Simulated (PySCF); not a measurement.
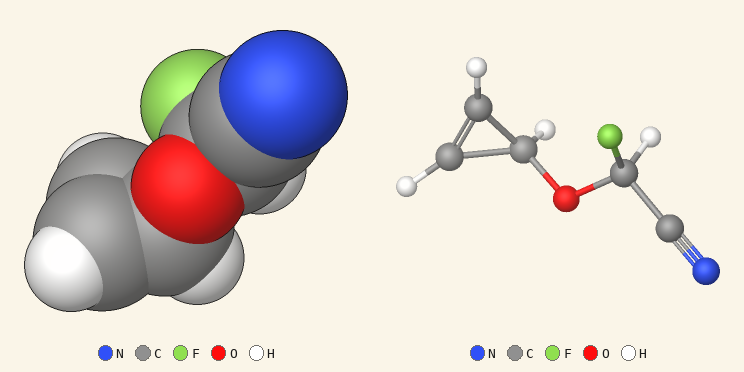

The same structure drawn twice, from different directions.

The computed structure is the end point of a GFN2-xTB optimisation. No frequency run is at hand to confirm it as a minimum.

Describe the molecule.

Formula C₅H₄FNO. Its SMILES string is `N#C[C@H](F)OC1C=C1`. Independent rings (smallest set): 1 of 3 members. Among its groups: ether, nitrile, alkene, C–F bond. This geometry has C1 symmetry. Coordination, clear cases only: 1 C linear; 1 C tetrahedral; 1 O bent.

More results for the same structure follow; atom numbers are the same in all pictures, views and colours differ.

### Electronic properties

No frequency run is at hand to confirm it as a minimum. Level of theory: PBE0/def2-SVPD, gas phase (PySCF 2.14.0). Excitations: vertical, linear response.

Computed properties:

- dipole moment: 4.86 D
- HOMO energy (Kohn–Sham orbital): −8.70 eV
- LUMO energy (Kohn–Sham orbital): −0.74 eV
- HOMO–LUMO gap: 7.97 eV
- mean static polarisability: 63.7 bohr³
- lowest vertical singlet excitation: 6.34 eV
- its oscillator strength: 0.002
- brightest of the 6 lowest singlets: 6.95 eV
- its oscillator strength: 0.03

### NMR shielding

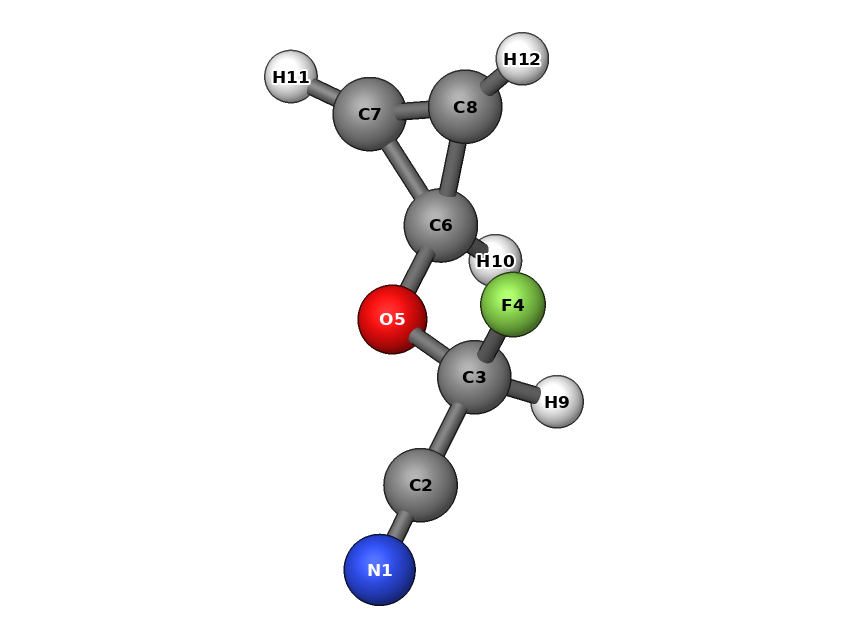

No frequency run is at hand to confirm it as a minimum. Level of theory: GIAO PBE0/pcSseg-1 NMR shielding, non-relativistic, gas phase (PySCF 2.14.0). Principal shieldings σ11 ≤ σ22 ≤ σ33, span Ω = σ33 − σ11, skew κ = 3(σiso − σ22)/Ω.

Give the shielding tensors of the F atoms.

```
atom    σ11    σ22    σ33   σiso      Ω      κ
  F4  210.5  354.1  388.7  317.8  178.1  −0.61
```

Shieldings and span in ppm.

### Ring current

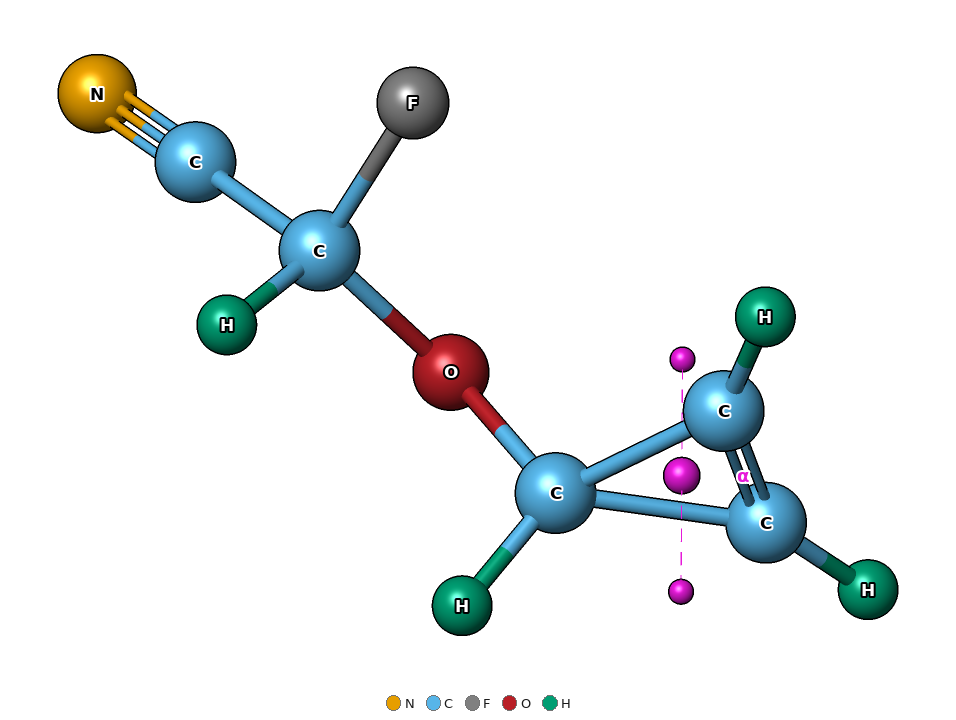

The small points mark where nucleus-independent chemical shifts (NICS) were computed: at the centre of each lettered ring and 1 Å above and below it. No frequency run is at hand to confirm it as a minimum. Properties computed with GIAO PBE0/pcSseg-1 NMR shielding, non-relativistic, gas phase (PySCF 2.14.0).

Give NICS(0), NICS(1) and the out-of-plane component NICS(1)zz for each ring (means of the two sides).

```tsv
ring	members	NICS(0)	NICS(1)	NICS(1)zz
α	C3	−29.4	−9.2	−18.4
```

Values in ppm.

### Quadrupole coupling

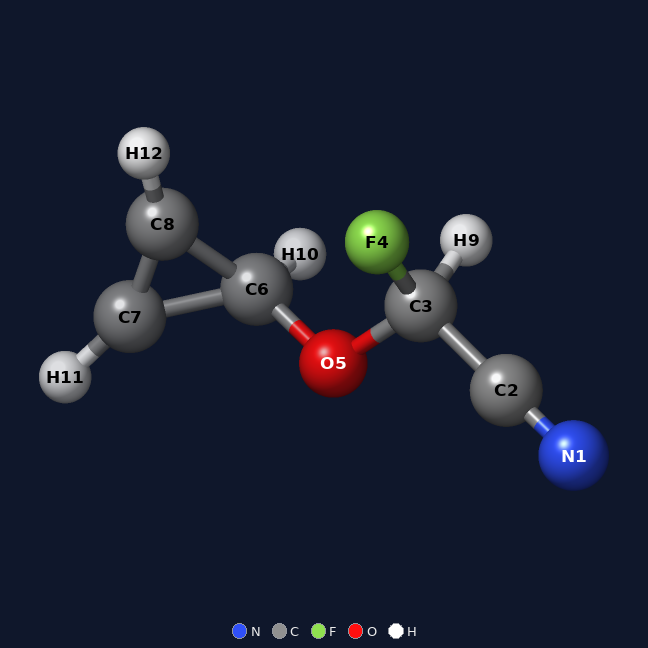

No frequency run is at hand to confirm it as a minimum. Electric field gradients from the ground-state density, PBE0/pcSseg-1 (PySCF 2.14.0), non-relativistic apart from any core potentials.

Give the largest field-gradient component, the quadrupole coupling constant and the asymmetry for 14N at N1 (Q = 20.44 mb), 17O at O5 (Q = −25.6 mb).

| atom | V_zz (a.u.) | e²qQ/h (MHz) | η |
| --- | --- | --- | --- |
| N1 | −1.036 | −4.98 | 0.06 |
| O5 | 1.920 | −11.55 | 0.83 |
